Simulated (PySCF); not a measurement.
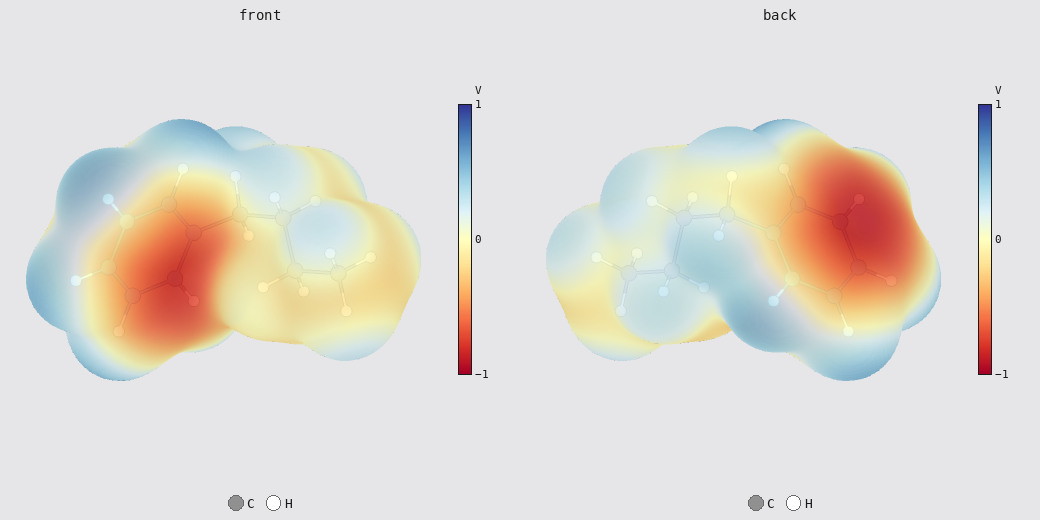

C10H14 (SMILES CCCCc1ccccc1). The molecular electrostatic potential painted on the density surface at 0.001 e/bohr³, seen from the front and from behind; red is negative and blue positive.

Geometry: GFN2-xTB.

Theory: mPW1PW91/6-31G*, SCF density, gas phase, non-relativistic in PySCF.

Input file:

```
{"job": {"xc": "mPW1PW91", "basis": "6-31G*", "kind": "nmr", "pop": true}, "charge": 0, "multiplicity": 1}
C      3.107126    -0.714323     1.093010
C      1.932520    -0.425063     0.166774
C      1.472334     1.025790     0.278567
C      0.295688     1.339822    -0.654536
C     -0.925340     0.546293    -0.286942
C     -1.676513     0.896873     0.828641
C     -2.783405     0.155175     1.198302
C     -3.157115    -0.951863     0.455168
C     -2.418754    -1.308446    -0.659691
C     -1.311130    -0.563863    -1.026470
H      2.828584    -0.532659     2.128907
H      3.423156    -1.750696     0.999568
H      3.952830    -0.074351     0.849248
H      1.100345    -1.086919     0.416514
H      2.225119    -0.633017    -0.865279
H      1.176766     1.228962     1.310276
H      2.306263     1.688097     0.033275
H      0.069059     2.406723    -0.585974
H      0.585886     1.119349    -1.683825
H     -1.391398     1.762240     1.410564
H     -3.357553     0.441595     2.067742
H     -4.021413    -1.532349     0.743010
H     -2.705849    -2.169893    -1.245617
H     -0.738941    -0.847711    -1.898707
```

Launched as:

```sh
OMP_NUM_THREADS=1 python ens_run.py task.json out
```

Q: Describe the electrostatic potential map.

A: The most negative region (about −0.9 V) lies over the π face of the C atoms, the most positive (about +0.5 V) over the H atoms.

Q: How polar is the molecule by this calculation?

A: Its dipole moment is 0.22 D.
